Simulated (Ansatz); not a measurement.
# F3H5Si2: the cost of one run

Program: Ansatz 0.2.0. Level of theory: UKS PBE0-D4/6-31G. These are calculated values, not measurements.

## 1. Starting point

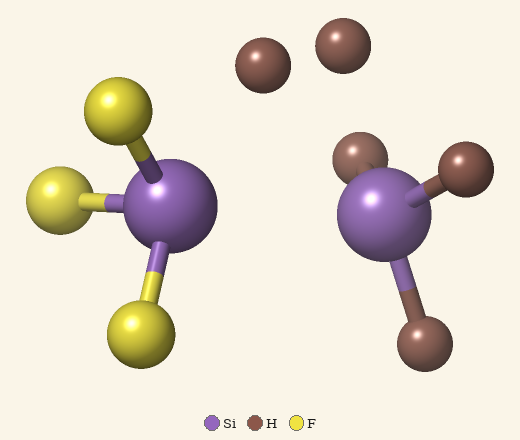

The starting structure, seen from a chosen angle (silicon purple, hydrogen brown, fluorine yellow).

As a file:

```xyz
10

Si   -1.0559    0.0787   -0.7099
H     0.6332    0.9077   -0.6691
F    -0.8821   -0.8605   -1.9938
F    -2.4978   -0.3714   -0.1721
F    -1.4733    1.4602   -1.4140
H     1.4391    0.9090   -0.1204
Si    0.7865   -0.4271    1.0366
H     0.7953    0.8074    1.8020
H     0.3910   -1.4957    1.9904
H     1.8639   -1.0083    0.2502
```

## 2. Run 1

150 steps of 0.5 fs at constant energy, with velocities drawn for 100 K.

input.yaml reads:

```yaml
crystal:
  periodic: [false, false, false]
  atoms:
    - { symbol: Si, position_ang: [-1.0559, 0.0787, -0.7099] }
    - { symbol: H, position_ang: [0.6332, 0.9077, -0.6691] }
    - { symbol: F, position_ang: [-0.8821, -0.8605, -1.9938] }
    - { symbol: F, position_ang: [-2.4978, -0.3714, -0.1721] }
    - { symbol: F, position_ang: [-1.4733, 1.4602, -1.414] }
    - { symbol: H, position_ang: [1.4391, 0.909, -0.1204] }
    - { symbol: Si, position_ang: [0.7865, -0.4271, 1.0366] }
    - { symbol: H, position_ang: [0.7953, 0.8074, 1.802] }
    - { symbol: H, position_ang: [0.391, -1.4957, 1.9904] }
    - { symbol: H, position_ang: [1.8639, -1.0083, 0.2502] }
magnetization:
  spin_polarized: true
basis:
  gaussian: { orbitals: "6-31G" }
hamiltonian:
  xc: pbe0
  dispersion: d4
md:
  timestep: 0.5
  n_steps: 150
  ensemble: nve
  temperature: 100.0
  initial_velocities: maxwell_boltzmann
  seed: 335381
```

The run is started by

```bash
> ansatz run input.yaml --threads 1 --pin off --max-ram 2048MiB --backend cpu --events-out ev --progress --plain --runs-dir out
```

What time and memory should one allow on 1 thread of Arm Neoverse V2, shared host?

About 9.2 min, with a peak of 0.2 GiB.
